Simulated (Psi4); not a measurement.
**CH4AlClO (SMILES C[O][AlH][Cl]) at HSE06/6-31G(d) (spherical functions)**

Aim: the vertical ionisation energy of CH4AlClO at HSE06/6-31G* (spherical functions), from 2 runs. 

Program for the calculation: Psi4 1.11.

1 further run of the same task is left out (set aside as unsound or not needed).

## 1. Starting point

CH4AlClO: 8 atoms, total charge 0, spin state singlet. As SMILES, `C[O][AlH][Cl]`. The coordinates come from a PBE0-D4/def2-TZVP relaxation. This is one conformer, not always the lowest.

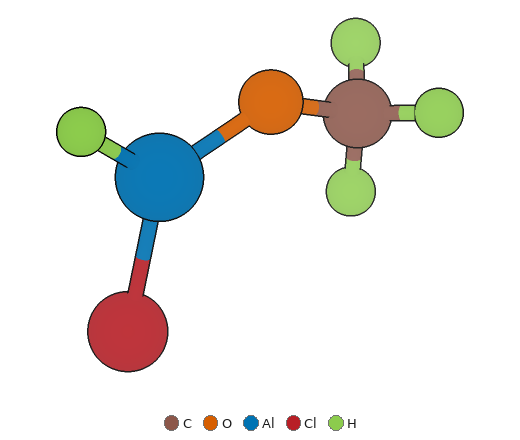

The structure, seen from a chosen angle (carbon brown, oxygen orange, aluminium blue, chlorine red, hydrogen green).

## 2. A single-point energy at HSE06/6-31G(d) (spherical functions)

File job.inp:

```
memory 2200 MB

molecule mol {
  C      0.132200     1.250600     0.263000
  O      0.645300     0.052000    -0.246000
  Al     0.103400    -1.519700    -0.426600
  Cl    -1.829000    -2.007800     0.224400
  H      0.118400     2.012400    -0.522500
  H     -0.886500     1.136200     0.650000
  H      0.770200     1.612600     1.075000
  H      1.038000    -2.593300    -1.072900
  symmetry c1
}

set {
  basis                6-31G*
  puream               true
  e_convergence        1e-09
  d_convergence        1e-08
  scf_type             pk
  dft_radial_points    99
  dft_spherical_points 590
}

result, w = energy("hse06", return_wfn=True)
print_variables()
```

On the command line:

```
$ psi4 -i job.inp -o job.out -n 1
```

job.out:

```text
[...]
  Running in c1 symmetry.
[...]
  Nuclear repulsion =  196.040773346777712
[...]
  Multiplicity = 1
[...]
  Nalpha       = 24
  Nbeta        = 24
[...]
    Number of basis functions: 72
[...]
   @RKS iter   1:  -817.85341910020315   -3.70648e-01   9.61731e-03 DIIS/ADIIS
[...]
   @RKS iter  12:  -818.07401317679660   -2.36469e-11   1.23081e-09 DIIS
[...]
    Orbital Energies [Eh]
    ---------------------
    Doubly Occupied:
       1A   -101.672655     2A    -56.175927     3A    -19.203035
       4A    -10.258481     5A     -9.498492     6A     -7.227937
       7A     -7.224382     8A     -7.223697     9A     -4.196595
      10A     -2.729561    11A     -2.725868    12A     -2.722552
      13A     -1.012668    14A     -0.815078    15A     -0.685484
      16A     -0.491047    17A     -0.448729    18A     -0.447188
      19A     -0.405434    20A     -0.345269    21A     -0.331487
      22A     -0.318246    23A     -0.297615    24A     -0.292169
[...]
  @RKS Final Energy:  -818.07401317679660
   => Energetics <=
    Nuclear Repulsion Energy =            196.0407733467777120
    One-Electron Energy =               -1520.5870612466069360
    Two-Electron Energy =                 554.2303251093991321
    DFT Exchange-Correlation Energy =     -47.7580503863665058
    Empirical Dispersion Energy =           0.0000000000000000
    VV10 Nonlocal Energy =                  0.0000000000000000
    Total Energy =                       -818.0740131767965977
[...]
 Multipole Moments:
 ------------------------------------------------------------------------------------
     Multipole            Electronic (a.u.)      Nuclear  (a.u.)        Total (a.u.)
 ------------------------------------------------------------------------------------
 L = 1.  Multiply by 2.5417464519 to convert [e a0] to [Debye]
 Dipole X            :         -3.2736184            3.5374040            0.2637856
 Dipole Y            :         -6.7256477            7.1758341            0.4501864
 Dipole Z            :         -0.3900665            0.3982387            0.0081723
 Magnitude           :                                                    0.5218404
[...]
```

Wall time 24 s (1 thread of Intel Xeon 6975P-C (Granite Rapids), shared host); peak memory 1 GiB.

## 3. The doublet cation: energy and gradient at UHSE06/6-31G(d) (spherical functions)

File ch4alclo.xyz:

```xyz
8
CH4AlClO
C      0.132200     1.250600     0.263000
O      0.645300     0.052000    -0.246000
Al     0.103400    -1.519700    -0.426600
Cl    -1.829000    -2.007800     0.224400
H      0.118400     2.012400    -0.522500
H     -0.886500     1.136200     0.650000
H      0.770200     1.612600     1.075000
H      1.038000    -2.593300    -1.072900
```

File job.py:

```python
import psi4

psi4.set_memory('2200 MB')
psi4.set_num_threads(1)
psi4.core.set_output_file('output.dat', False)

with open('ch4alclo.xyz') as f:
    atoms = ''.join(f.readlines()[2:])
mol = psi4.geometry('1 2\n' + atoms + 'symmetry c1\nno_reorient\nno_com')

options = {'basis': '6-31G*', 'reference': 'uks', 'puream': True, 'e_convergence': 1e-09, 'd_convergence': 1e-08, 'scf_type': 'pk', 'dft_radial_points': 99, 'dft_spherical_points': 590, 'maxiter': 100}
psi4.set_options(options)

energy_value, wavefunction = psi4.gradient('hse06', molecule=mol, return_wfn=True)
psi4.oeprop(wavefunction, 'DIPOLE', 'MULLIKEN_CHARGES', 'QUADRUPOLE', title='HSE06')
print('gradient / Eh bohr^-1')
print(energy_value.np.round(6))
print(f'energy = {wavefunction.energy():.10f} Eh')
```

On the command line:

```
$ python job.py
```

output.dat (excerpt; [...] marks lines left out):

```text
[...]
  Running in c1 symmetry.
[...]
  Nuclear repulsion =  196.040773346777712
[...]
  Multiplicity = 2
[...]
  Nalpha       = 24
  Nbeta        = 23
[...]
    Number of basis functions: 72
[...]
   @UKS iter   1:  -817.43294238615954    4.98288e-02   9.36342e-03 DIIS/ADIIS
[...]
   @UKS iter  31:  -817.68357909929136   -5.68434e-13   6.37638e-09 DIIS
[...]
   @S^2 Observed:                7.581959748E-01
[...]
  @UKS Final Energy:  -817.68357909929136
   => Energetics <=
    Nuclear Repulsion Energy =            196.0407733467777120
    One-Electron Energy =               -1509.0355733105134277
    Two-Electron Energy =                 542.7800012183566878
    DFT Exchange-Correlation Energy =     -47.4687803539123578
    Empirical Dispersion Energy =           0.0000000000000000
    VV10 Nonlocal Energy =                  0.0000000000000000
    Total Energy =                       -817.6835790992913644
[...]
  -Total Gradient:
     Atom            X                  Y                   Z
    ------   -----------------  -----------------  -----------------
       1        0.022479149763     0.025228265547    -0.001707461776
       2       -0.012272966918    -0.083727929912    -0.016715206244
       3        0.015821320819     0.077589302606     0.013215593209
       4        0.000896784645    -0.006393261651    -0.001936504497
       5       -0.010860207000    -0.006788194451     0.007405547777
       6       -0.001034025909     0.002978620802     0.000911840481
       7       -0.014259916539    -0.004724768409    -0.000525932855
       8       -0.000784121468    -0.004160772813    -0.000643144356
[...]
 Multipole Moments:
 ------------------------------------------------------------------------------------
     Multipole            Electronic (a.u.)      Nuclear  (a.u.)        Total (a.u.)
[...]
  Mulliken Charges: (a.u.)
   Center  Symbol    Alpha    Beta     Spin     Total
       1     C     3.17980  3.14552  0.03428 -0.32532
       2     O     4.47526  3.87108  0.60418 -0.34634
       3    AL     6.09649  6.14767 -0.05118  0.75584
       4    CL     8.63559  8.37891  0.25668 -0.01451
       5     H     0.37925  0.29979  0.07947  0.32096
       6     H     0.36700  0.37136 -0.00436  0.26165
       7     H     0.37990  0.29797  0.08193  0.32213
       8     H     0.48671  0.48770 -0.00099  0.02559
   Total alpha = 24.00000, Total beta = 23.00000, Total charge =  1.00000
```

The script printed:

```text
gradient / Eh bohr^-1
[[ 0.022479  0.025228 -0.001707]
 [-0.012273 -0.083728 -0.016715]
 [ 0.015821  0.077589  0.013216]
 [ 0.000897 -0.006393 -0.001937]
 [-0.01086  -0.006788  0.007406]
 [-0.001034  0.002979  0.000912]
 [-0.01426  -0.004725 -0.000526]
 [-0.000784 -0.004161 -0.000643]]
energy = -817.6835790993 Eh
```

It took 73 s on 1 thread of Intel Xeon 6975P-C (Granite Rapids), shared host; peak memory 1 GiB.

## 4. What came out

At HSE06/6-31G* (spherical functions):

| quantity | value |
| --- | --- |
| singlet CH4AlClO: total energy | -818.07401 Eh |
| singlet CH4AlClO: dipole moment | 1.33 D |
| singlet CH4AlClO: HOMO energy | -7.95 eV |
| singlet CH4AlClO: LUMO energy | -1.03 eV |
| singlet CH4AlClO: HOMO–LUMO gap | 6.92 eV |
| doublet cation: total energy | -817.68358 Eh |
| doublet cation: HOMO energy (highest over α and β) | -13.98 eV |
| doublet cation: LUMO energy (lowest over α and β) | -13.24 eV |
| doublet cation: ⟨S²⟩ | 0.758 |
| doublet cation: largest force on an atom | 4.436 eV/Å |
| vertical ionisation energy (to the doublet cation) | 10.624 eV |

In words: The vertical ionisation energy comes to 10.62 eV (245 kcal/mol). The negative HOMO energy of the first species, 7.95 eV, lies 2.67 eV below that difference. Mulliken charges (doublet cation) run from -0.35 on O2 to +0.76 on Al3.
